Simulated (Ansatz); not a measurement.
The starting structures come from a database of crystals and need not be the phases stable at ambient conditions.

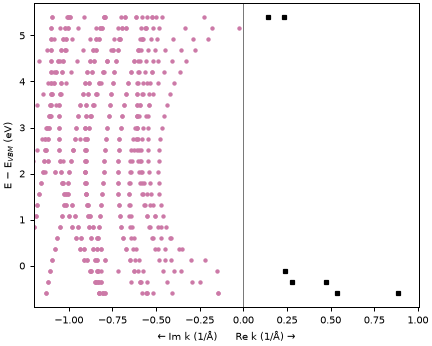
Fig. 1. Complex bands at the centre of the two-dimensional zone; r2SCAN (Ansatz, an electronic-structure program)

The gap is the functional's own. No spin-orbit coupling. Mid-gap values are interpolated on the energy grid.

This is K2Ca(CO3)2 (R-3m, not sure to be the ambient phase, 11 atoms a cell, 13.7 Å³ an atom) along the normal of (110). Read off the slowest decay at the centre of the two-dimensional zone at 2.52 eV, the computed energy nearest the middle of the gap.

κ ≈ 0.48 1/Å, a decay length 1/(2κ) of the density of 1.0 Å.
